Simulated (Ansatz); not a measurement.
# FH₃NSi···H₂O (doublet): what the fields show

Input file:

```
crystal:
  periodic: [false, false, false]
  atoms:
    - { symbol: Si, position_ang: [0.171637, -0.149877, 0.114695] }
    - { symbol: H, position_ang: [0.373654, -0.917811, 1.355843] }
    - { symbol: "N", position_ang: [1.704033, 0.091623, -0.593187] }
    - { symbol: H, position_ang: [2.420083, -0.625435, -0.580273] }
    - { symbol: H, position_ang: [1.851901, 0.759654, -1.341301] }
    - { symbol: H, position_ang: [-0.499923, 1.164231, 0.267148] }
    - { symbol: F, position_ang: [-0.853747, -1.059537, -0.775222] }
    - { symbol: O, position_ang: [-0.099297, 0.213082, 3.196396] }
    - { symbol: H, position_ang: [-0.87104, -0.38303, 3.256101] }
magnetization:
  spin_polarized: true
  initial_magnetization: 1
basis:
  gaussian: { orbitals: def2-SVP }
hamiltonian:
  xc: pbe0
relax:
  f_tol: 0.03
  max_steps: 50
output:
  orbitals: {}
```

Run with:

```sh
ansatz run input.yaml --threads 2 --pin off --max-ram 3072MiB --backend cpu --events-out ev --progress --plain --runs-dir out
```

The fields are those of the run's last geometry, not of the input's.

Level of theory: UKS PBE0/def2-SVP (Ansatz).

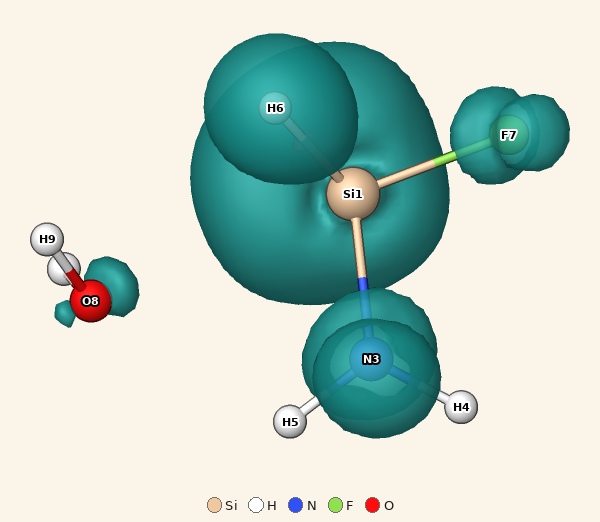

Figure 1. Isosurfaces of the spin density (α minus β) at +0.02 (teal) and −0.02 e/Å³ (pink), seen across its widest extent.

**Which atoms carry the spin?**

The unpaired spin (1 electron) lies mostly on Si1 (about 0.7), N3 (about 0.1) and H6 (about 0.1), in electrons by Hirshfeld's partition.

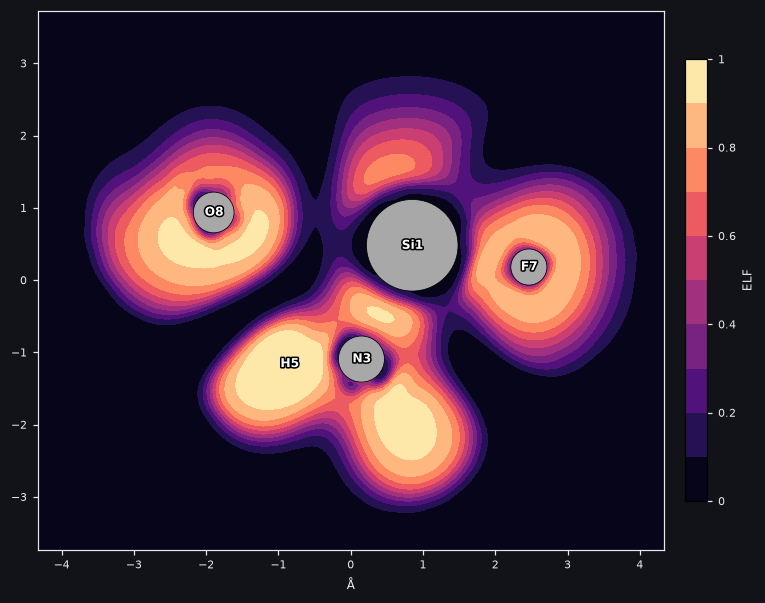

Figure 2. Electron localisation function on the plane of atoms N3, Si1 and F7. Grey discs cover the atomic cores.

**Describe what can be read from this map.**

- The plane passes through Si, N, H, F and O nuclei.
- Si1···O8 (2.79 Å): the ELF is about 0.10 at the midpoint.
- Si–F (1.64 Å): the ELF peaks at about 0.85 in the valence shell of F, 0.6 Å from its nucleus, and is about 0.35 at the midpoint.
- Si–N (1.72 Å): the ELF peaks at about 0.90 between the atoms; a shared but strongly polarised pair.
- N–H (1.01 Å): the ELF climbs to about 1 towards the hydrogen, as it does in any bond to H (an ordinary covalent bond to hydrogen).
- The ELF also peaks beside F7 and O8, away from the bonds: non-bonding electrons, paired or unpaired.

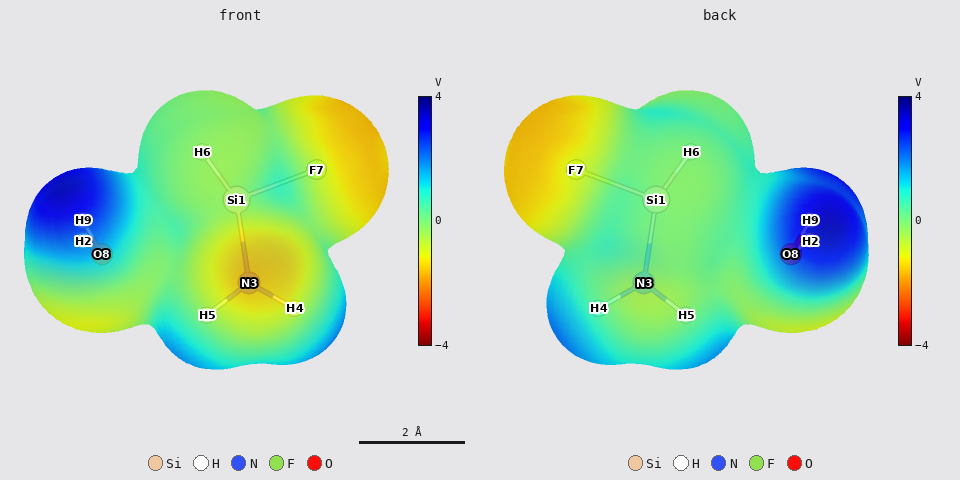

Figure 3. The molecular electrostatic potential painted on the density surface at 0.004 e/bohr³, seen from the front and from behind; the colour scale runs from red (negative) to blue (positive).

**Describe the electrostatic potential map.**

The most negative region (about −1.7 V) lies over N3 and F7, the most positive (about +3.5 V) over H2 and H9.
